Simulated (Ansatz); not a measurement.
# A workflow on SiH2F2 (SMILES F[SiH2]F)

Aim: a series of 54 runs (wB97X-V/def2-SVP, U-wB97X-V/def2-SVP, PBE/def2-TZVPP, UPBE/def2-TZVPP, B3LYP/def2-TZVPP, UB3LYP/def2-TZVPP, HF/def2-TZVPP, UHF/def2-TZVPP, and more) of F2H2Si and its partners. 

Program for the calculation: Ansatz 0.2.0.

## 1. Starting point

SiH2F2: 5 atoms, total charge 0, spin state singlet. As SMILES, `F[SiH2]F`. Geometry: relaxed at PBE0-D4/def2-TZVP. The run starts from this shape.

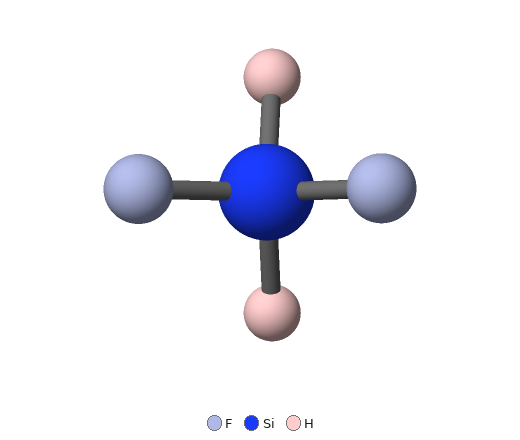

The structure, seen from a chosen angle (fluorine light blue, silicon blue, hydrogen pink).

## 2. A structure relaxation at wB97X-V/def2-SVP (paw set gaussian, start density atoms) (run 1)

molecule.yaml

```yaml
crystal:
  periodic: [false, false, false]
  atoms:
    - symbol: F
      position_ang: [-1.079010, 0.538200, 0.980720]
    - symbol: Si
      position_ang: [-0.005220, -0.000540, -0.054090]
    - symbol: F
      position_ang: [1.247630, -0.520590, 0.766910]
    - symbol: H
      position_ang: [-0.590470, -1.138740, -0.786300]
    - symbol: H
      position_ang: [0.427070, 1.121680, -0.907250]
basis:
  gaussian:
    orbitals: def2-SVP
hamiltonian:
  xc: {name: wB97X-V}
relax: {}
```

Run with:

```console
$ ansatz run molecule.yaml --threads 1 --pin off --max-ram 3480MiB --events-out events.jsonl --progress --plain --runs-dir runs
```

The log of the run:

```text
Warning: RAYON_NUM_THREADS=1 ignored (pool sized by the plan → 1); use --threads N
The last accepted step is kept in runs//last_step.txt (removed where the run ends without a failure and the disk answers)
[... 60 lines left out ...]
Total energy: -13336.93348567 eV, -490.1232655003 hartree
[... 5 lines left out ...]
Dipole moment:    -0.032330    -0.003376    -0.335082 e Å
```

Run time: 24 s. Hardware: 1 thread of Arm Neoverse V1, shared host; peak memory 0.14 GiB.

The path in brief:

| step | energy from the first frame kept (eV) | largest force (eV/Å) |
| --- | --- | --- |
| 1 | 0.0000 | 1.1567 |
| 2 | -0.0218 | 0.7177 |
| 3 | -0.0311 | 0.0768 |
| 4 | -0.0312 | 0.0126 |
| 5 | -0.0312 | 0.0006 |

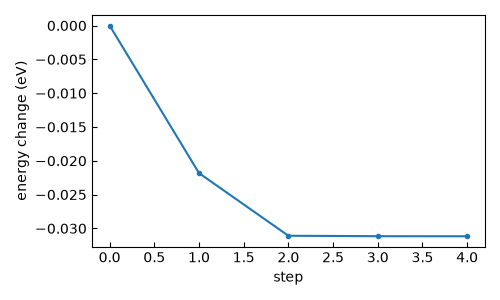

Energy along the run.

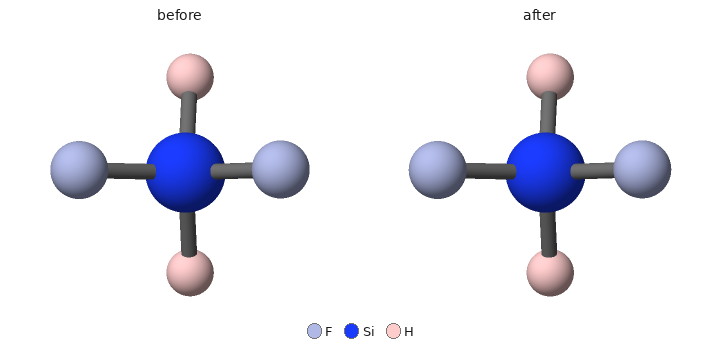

Before and after, at one scale.

After the run. Bond lengths: F1–Si2 1.614 Å, Si2–F3 1.614 Å, Si2–H4 1.478 Å, Si2–H5 1.478 Å. Angles: F1–Si2–F3 107.6°, F1–Si2–H4 108.6°, F1–Si2–H5 108.6°, F3–Si2–H4 108.6°, F3–Si2–H5 108.6°, H4–Si2–H5 114.5°.

## 3. The doublet cation: a structure relaxation at U-wB97X-V/def2-SVP (paw set gaussian, start density atoms) (run 2)

run.yaml

```yaml
basis:
  gaussian:
    orbitals: def2-SVP
crystal:
  periodic: [false, false, false]
  atoms:
    - {symbol: F, position_ang: [-1.079010, 0.538200, 0.980720]}
    - {symbol: Si, position_ang: [-0.005220, -0.000540, -0.054090]}
    - {symbol: F, position_ang: [1.247630, -0.520590, 0.766910]}
    - {symbol: H, position_ang: [-0.590470, -1.138740, -0.786300]}
    - {symbol: H, position_ang: [0.427070, 1.121680, -0.907250]}
total_charge: 1
magnetization:
  spin_polarized: true
  initial_magnetization: 1
hamiltonian:
  xc: {name: wB97X-V}
relax: {}
```

Run with:

```console
$ ansatz run run.yaml --threads 1 --pin off --max-ram 3480MiB --events-out events.jsonl --progress --plain --runs-dir runs
```

The log of the run:

```text
Warning: RAYON_NUM_THREADS=1 ignored (pool sized by the plan → 1); use --threads N
[... 1 set-up line as earlier in the session ...]
[... 82 lines left out ...]
Total energy: -13324.68243964 eV, -489.6730478628 hartree
[... 5 lines left out ...]
Dipole moment:    -0.087730    -0.009160    -0.909290 e Å
```

It took 59 s on 1 thread of Arm Neoverse V1, shared host; peak memory 0.2 GiB.

The path in brief:

| step | energy from the first frame kept (eV) | largest force (eV/Å) |
| --- | --- | --- |
| 1 | 0.0000 | 3.6637 |
| 2 | -0.3093 | 2.3568 |
| 3 | -0.4915 | 0.7250 |
| 4 | -0.4696 | 2.1207 |
| 5 | -0.5372 | 0.3116 |
| 6 | -0.5532 | 0.1858 |
| 7 | -0.5550 | 0.0136 |
| 8 | -0.5550 | 0.0012 |

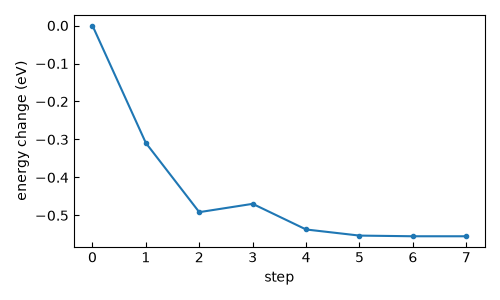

Energy along the run.

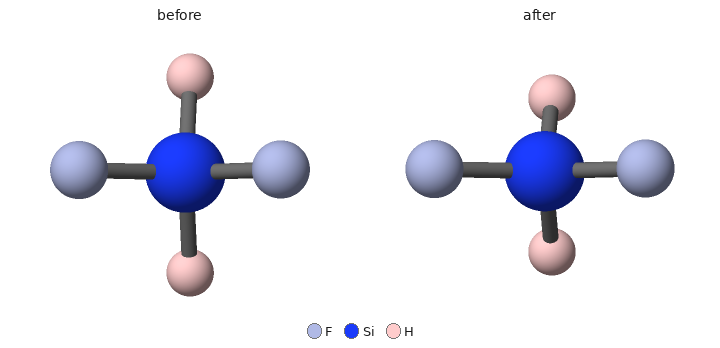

Before and after, at one scale.

After the run. Bond lengths: F1–Si2 1.563 Å, Si2–F3 1.563 Å, Si2–H4 1.579 Å, Si2–H5 1.579 Å. Angles: F1–Si2–F3 118.3°, F1–Si2–H4 113.8°, F1–Si2–H5 113.8°, F3–Si2–H4 113.8°, F3–Si2–H5 113.8°, H4–Si2–H5 76.2°.

Runs 3 to 35 aren't shown in full; the table further down has their settings and results.

## 4. The doublet anion: the energy at U-wB97M-V/def2-TZVPP (paw set gaussian, start density atoms) (run 36)

in.yaml

```yaml
crystal:
  periodic: [false, false, false]
  atoms:
    - {symbol: F, position_ang: [-0.913797, 0.460100, 0.908829]}
    - {symbol: Si, position_ang: [0.239971, -0.118193, -0.200364]}
    - {symbol: F, position_ang: [1.244096, -0.500112, 1.138422]}
    - {symbol: H, position_ang: [-0.803986, -1.074715, -0.861208]}
    - {symbol: H, position_ang: [0.233715, 1.232931, -0.985689]}
basis:
  gaussian:
    orbitals: def2-TZVPP
total_charge: -1
magnetization:
  spin_polarized: true
  initial_magnetization: 1
hamiltonian:
  xc: {name: wB97M-V}
```

Run with:

```console
$ ansatz run in.yaml --threads 1 --pin off --max-ram 3480MiB --events-out events.jsonl --progress --plain --runs-dir runs
```

The log of the run:

```text
Warning: RAYON_NUM_THREADS=1 ignored (pool sized by the plan → 1); use --threads N
Functional definition: wB97M-V
  name "wB97M-V"
  parameter omega = 0.3/bohr
  parameter cx = 0.15
  parameter cx01 = 1.007
  parameter cx10 = 0.259
  parameter css00 = 0.443
  parameter css04 = -1.437
  parameter css10 = -4.535
  parameter css20 = -3.390
  parameter css43 = 4.278
  parameter cos00 = 1.000
  parameter cos10 = 1.358
  parameter cos20 = 2.924
  parameter cos21 = -8.812
  parameter cos60 = -1.390
  parameter cos61 = 9.142
  parameter b = 6.0
  parameter c = 0.01
  gx(w, u) = 1 - cx + cx01*u + cx10*w
  gss(w, u) = css00 + css04*u^4 + css10*w + css20*w^2 + css43*w^4*u^3
  gos(w, u) = cos00 + cos10*w + (cos20 + cos21*u)*w^2 + (cos60 + cos61*u)*w^6
  exchange = spin_sum(e_x_unif_sr(omega)*gx(b97_w, b97_u_x)) + cx*exact_x_sr(omega) + exact_x_lr(omega)
  correlation = spin_sum(e_c_pw_mod_same_spin*gss(b97_w, b97_u_same))
      + integral(e_c_pw_mod_opposite_spin*gos(b97_w_opposite, b97_u_opposite)) + vv10(b, c)
721 factors; their error is unknown
148 factors; integrals over basis functions are off by at most 1.2e-5 eV
mean field evaluation 1: about -13345.9074 eV, gradient 1.4e1 eV
mean field evaluation 2: about -13346.4832 eV, gradient 1.0e1 eV
mean field evaluation 4: about -13346.7665 eV, gradient 7.5e-1 eV
mean field evaluation 8: about -13346.7783 eV, gradient 6.4e-2 eV
mean field evaluation 16: about -13346.7937 eV, gradient 3.0e-4 eV
mean field -13346.79369711 eV, -490.4856215871 hartree, gradient 6.3e-5 eV, S^2 0.751273; 0 other end points of the search recorded, 0 dependent functions left out
reference -13346.79373680 eV, -490.4856230456 hartree; 18, 17 occupied and 114, 115 virtual orbitals, 721 factors
Total energy: -13346.79373680 eV, -490.4856230456 hartree
```

Run time: 16 s. Hardware: 1 thread of Arm Neoverse V1, shared host; peak memory 0.36 GiB.

Runs 37 to 53 aren't shown in full; the table further down has their settings and results.

## 5. SiHF2: the energy at UPBE0-D4/def2-TZVPP (paw set gaussian, start density atoms) (run 54)

in.yaml

```yaml
crystal:
  periodic: [false, false, false]
  atoms:
    - {symbol: F, position_ang: [-1.096314, 0.546995, 0.996456]}
    - {symbol: Si, position_ang: [-0.000319, 0.013771, -0.071663]}
    - {symbol: F, position_ang: [1.267757, -0.528830, 0.779202]}
    - {symbol: H, position_ang: [-0.598194, -1.153606, -0.796755]}
basis:
  gaussian:
    orbitals: def2-TZVPP
magnetization:
  spin_polarized: true
  initial_magnetization: 1
hamiltonian:
  xc: {name: PBE0}
  dispersion: d4
```

Run with:

```console
$ ansatz run in.yaml --threads 1 --pin off --max-ram 3480MiB --events-out events.jsonl --progress --plain --runs-dir runs
```

The log of the run:

```text
Warning: RAYON_NUM_THREADS=1 ignored (pool sized by the plan → 1); use --threads N
Functional definition: PBE0
  name "PBE0"
  parameter a = 0.25
  parameter kappa = 0.804
  parameter beta = 0.06672455060314922
  exchange = (1 - a)*pbe_x(kappa = kappa, mu = beta*pi^2/3) + a*exact_x
  correlation = pbe_c(beta = beta)
662 factors; their error is unknown
mean field evaluation 1: about -13321.0233 eV, gradient 3.0e1 eV
mean field evaluation 2: about -13316.5196 eV, gradient 5.1e1 eV
mean field evaluation 4: about -13323.6574 eV, gradient 4.0e-1 eV
mean field evaluation 8: about -13323.6962 eV, gradient 9.3e-3 eV
mean field -13323.69621701 eV, -489.6368048496 hartree, gradient 3.0e-5 eV, S^2 0.752241; 0 other end points of the search recorded, 0 dependent functions left out
reference -13323.69624047 eV, -489.6368057114 hartree; 17, 16 occupied and 101, 102 virtual orbitals, 662 factors
Total energy: -13323.73518817 eV, -489.6382370133 hartree
```

Wall time 3.3 s (1 thread of Arm Neoverse V1, shared host); peak memory 0.2 GiB.

## 6. All runs side by side

| run | level | broken bond | fragment atoms | partner | energy (Eh) | wall time |
| --- | --- | --- | --- | --- | --- | --- |
| 1 | wB97X-V/def2-SVP (paw set gaussian, start density atoms) | – | – | base | -490.123266 | 24 s |
| 2 | U-wB97X-V/def2-SVP (paw set gaussian, start density atoms) | – | – | cation | -489.673048 | 59 s |
| 3 | U-wB97X-V/def2-SVP (paw set gaussian, start density atoms) | – | – | anion | -490.064814 | 2.2 min |
| 4 | U-wB97X-V/def2-SVP (paw set gaussian, start density atoms) | (3, 2) | (1, 2, 4, 5) | fragment | -390.267303 | 24 s |
| 5 | U-wB97X-V/def2-SVP (paw set gaussian, start density atoms) | (5, 2) | (1, 2, 3, 4) | fragment | -489.462721 | 32 s |
| 6 | PBE/def2-TZVPP (paw set gaussian, start density atoms) | – | – | base | -490.261062 | 1.7 s |
| 7 | UPBE/def2-TZVPP (paw set gaussian, start density atoms) | – | – | cation | -489.828384 | 3.6 s |
| 8 | UPBE/def2-TZVPP (paw set gaussian, start density atoms) | – | – | anion | -490.222300 | 3.3 s |
| 9 | UPBE/def2-TZVPP (paw set gaussian, start density atoms) | (3, 2) | (3) | fragment | -99.669123 | 0.36 s |
| 10 | UPBE/def2-TZVPP (paw set gaussian, start density atoms) | (3, 2) | (1, 2, 4, 5) | fragment | -390.339433 | 1.9 s |
| 11 | UPBE/def2-TZVPP (paw set gaussian, start density atoms) | (5, 2) | (5) | fragment | -0.499616 | 0.08 s |
| 12 | UPBE/def2-TZVPP (paw set gaussian, start density atoms) | (5, 2) | (1, 2, 3, 4) | fragment | -489.612039 | 2.6 s |
| 13 | B3LYP/def2-TZVPP (paw set gaussian, start density atoms) | – | – | base | -490.632837 | 2.4 s |
| 14 | UB3LYP/def2-TZVPP (paw set gaussian, start density atoms) | – | – | cation | -490.186718 | 4.8 s |
| 15 | UB3LYP/def2-TZVPP (paw set gaussian, start density atoms) | – | – | anion | -490.590243 | 4.5 s |
| 16 | UB3LYP/def2-TZVPP (paw set gaussian, start density atoms) | (3, 2) | (3) | fragment | -99.770147 | 0.22 s |
| 17 | UB3LYP/def2-TZVPP (paw set gaussian, start density atoms) | (3, 2) | (1, 2, 4, 5) | fragment | -390.613602 | 2 s |
| 18 | UB3LYP/def2-TZVPP (paw set gaussian, start density atoms) | (5, 2) | (5) | fragment | -0.502154 | 0.1 s |
| 19 | UB3LYP/def2-TZVPP (paw set gaussian, start density atoms) | (5, 2) | (1, 2, 3, 4) | fragment | -489.973334 | 3.6 s |
| 20 | HF/def2-TZVPP (paw set gaussian, start density atoms) | – | – | base | -489.211647 | 1.1 s |
| 21 | UHF/def2-TZVPP (paw set gaussian, start density atoms) | – | – | cation | -488.783147 | 2 s |
| 22 | UHF/def2-TZVPP (paw set gaussian, start density atoms) | – | – | anion | -489.138003 | 1.9 s |
| 23 | UHF/def2-TZVPP (paw set gaussian, start density atoms) | (3, 2) | (3) | fragment | -99.411798 | 0.08 s |
| 24 | UHF/def2-TZVPP (paw set gaussian, start density atoms) | (3, 2) | (1, 2, 4, 5) | fragment | -389.604981 | 0.78 s |
| 25 | UHF/def2-TZVPP (paw set gaussian, start density atoms) | (5, 2) | (5) | fragment | -0.499810 | 0.04 s |
| 26 | UHF/def2-TZVPP (paw set gaussian, start density atoms) | (5, 2) | (1, 2, 3, 4) | fragment | -488.581508 | 1.4 s |
| 27 | MP2/def2-TZVPP (paw set gaussian, start density atoms) | – | – | base | -489.836605 | 1.7 s |
| 28 | UMP2/def2-TZVPP (paw set gaussian, start density atoms) | – | – | cation | -489.386844 | 3.9 s |
| 29 | UMP2/def2-TZVPP (paw set gaussian, start density atoms) | – | – | anion | -489.779200 | 2.7 s |
| 30 | UMP2/def2-TZVPP (paw set gaussian, start density atoms) | (3, 2) | (3) | fragment | -99.609588 | 0.14 s |
| 31 | UMP2/def2-TZVPP (paw set gaussian, start density atoms) | (3, 2) | (1, 2, 4, 5) | fragment | -389.961872 | 1.1 s |
| 32 | UHF/def2-TZVPP (paw set gaussian, start density atoms) | (5, 2) | (5) | fragment | -0.499810 | 0.04 s |
| 33 | UMP2/def2-TZVPP (paw set gaussian, start density atoms) | (5, 2) | (1, 2, 3, 4) | fragment | -489.180327 | 1.9 s |
| 34 | wB97M-V/def2-TZVPP (paw set gaussian, start density atoms) | – | – | base | -490.536314 | 8.1 s |
| 35 | U-wB97M-V/def2-TZVPP (paw set gaussian, start density atoms) | – | – | cation | -490.088704 | 14 s |
| 36 | U-wB97M-V/def2-TZVPP (paw set gaussian, start density atoms) | – | – | anion | -490.485623 | 16 s |
| 37 | U-wB97M-V/def2-TZVPP (paw set gaussian, start density atoms) | (3, 2) | (3) | fragment | -99.745271 | 0.6 s |
| 38 | U-wB97M-V/def2-TZVPP (paw set gaussian, start density atoms) | (3, 2) | (1, 2, 4, 5) | fragment | -390.533661 | 8.7 s |
| 39 | U-wB97M-V/def2-TZVPP (paw set gaussian, start density atoms) | (5, 2) | (5) | fragment | -0.494111 | 0.22 s |
| 40 | U-wB97M-V/def2-TZVPP (paw set gaussian, start density atoms) | (5, 2) | (1, 2, 3, 4) | fragment | -489.880380 | 13 s |
| 41 | r2SCAN/def2-TZVPP (paw set gaussian, start density atoms) | – | – | base | -490.498915 | 4.2 s |
| 42 | U-r2SCAN/def2-TZVPP (paw set gaussian, start density atoms) | – | – | cation | -490.061725 | 8.1 s |
| 43 | U-r2SCAN/def2-TZVPP (paw set gaussian, start density atoms) | – | – | anion | -490.457566 | 8.4 s |
| 44 | U-r2SCAN/def2-TZVPP (paw set gaussian, start density atoms) | (3, 2) | (3) | fragment | -99.727635 | 0.58 s |
| 45 | U-r2SCAN/def2-TZVPP (paw set gaussian, start density atoms) | (3, 2) | (1, 2, 4, 5) | fragment | -390.521077 | 4.8 s |
| 46 | U-r2SCAN/def2-TZVPP (paw set gaussian, start density atoms) | (5, 2) | (5) | fragment | -0.499927 | 0.34 s |
| 47 | U-r2SCAN/def2-TZVPP (paw set gaussian, start density atoms) | (5, 2) | (1, 2, 3, 4) | fragment | -489.845816 | 7.2 s |
| 48 | PBE0-D4/def2-TZVPP (paw set gaussian, start density atoms) | – | – | base | -490.292195 | 2.2 s |
| 49 | UPBE0-D4/def2-TZVPP (paw set gaussian, start density atoms) | – | – | cation | -489.850172 | 4.2 s |
| 50 | UPBE0-D4/def2-TZVPP (paw set gaussian, start density atoms) | – | – | anion | -490.250016 | 4.5 s |
| 51 | UPBE0-D4/def2-TZVPP (paw set gaussian, start density atoms) | (3, 2) | (3) | fragment | -99.676173 | 0.2 s |
| 52 | UPBE0-D4/def2-TZVPP (paw set gaussian, start density atoms) | (3, 2) | (1, 2, 4, 5) | fragment | -390.369123 | 2 s |
| 53 | UPBE0-D4/def2-TZVPP (paw set gaussian, start density atoms) | (5, 2) | (5) | fragment | -0.501036 | 0.08 s |
| 54 | UPBE0-D4/def2-TZVPP (paw set gaussian, start density atoms) | (5, 2) | (1, 2, 3, 4) | fragment | -489.638237 | 3.3 s |

## 7. Summary of results

| quantity | value |
| --- | --- |
| SiHF2, run 54: total energy | -489.63824 Eh |
| SiHF2, run 54: dispersion energy | -3.76 kJ/mol |
| SiHF2, run 54: ⟨S²⟩ | 0.752 |
| adiabatic electron affinity (to the doublet anion, no zero-point term), wB97X-V/def2-SVP | -1.591 eV |
| adiabatic electron affinity (to the doublet anion, shapes relaxed at wB97X-V/def2-SVP, no zero-point term), B3LYP/def2-TZVPP | -1.159 eV |
| adiabatic electron affinity (to the doublet anion, shapes relaxed at wB97X-V/def2-SVP, no zero-point term), PBE0-D4/def2-TZVPP | -1.148 eV |
| dissociation energy of the F3–Si2 bond into doublet F and doublet SiH2F (shapes relaxed at wB97X-V/def2-SVP, no zero-point term), PBE/def2-TZVPP | 6.871 eV |
| dissociation energy of the H5–Si2 bond into doublet H and doublet SiHF2 (shapes relaxed at wB97X-V/def2-SVP, no zero-point term), wB97M-V/def2-TZVPP | 4.403 eV |
| dissociation energy of the F3–Si2 bond into doublet F and doublet SiH2F (shapes relaxed at wB97X-V/def2-SVP, no zero-point term), r2SCAN/def2-TZVPP | 6.808 eV |
| dissociation energy of the F3–Si2 bond into doublet F and doublet SiH2F (shapes relaxed at wB97X-V/def2-SVP, no zero-point term), PBE0-D4/def2-TZVPP | 6.718 eV |
| adiabatic ionisation energy (to the doublet cation, shapes relaxed at wB97X-V/def2-SVP, no zero-point term), HF/def2-TZVPP | 11.660 eV |

At wB97X-V/def2-SVP: the adiabatic electron affinity (to the doublet anion, no zero-point term) is −1.59 eV (−153 kJ/mol). A negative value puts this state of the anion above the relaxed parent: the electron is not bound at this level, and such a value depends on the basis. At B3LYP/def2-TZVPP: the adiabatic electron affinity (to the doublet anion, shapes relaxed at wB97X-V/def2-SVP, no zero-point term) is −1.16 eV (−112 kJ/mol). At PBE0-D4/def2-TZVPP: the adiabatic electron affinity (to the doublet anion, shapes relaxed at wB97X-V/def2-SVP, no zero-point term) is −1.15 eV (−111 kJ/mol). At PBE/def2-TZVPP: the dissociation energy of the F3–Si2 bond into doublet F and doublet SiH2F (shapes relaxed at wB97X-V/def2-SVP, no zero-point term) is 6.87 eV (663 kJ/mol). At wB97M-V/def2-TZVPP: the dissociation energy of the H5–Si2 bond into doublet H and doublet SiHF2 (shapes relaxed at wB97X-V/def2-SVP, no zero-point term) is 4.40 eV (425 kJ/mol). Totals of different functionals can't be ranked against each other. All runs together took 7.2 min, the longest 2.2 min.
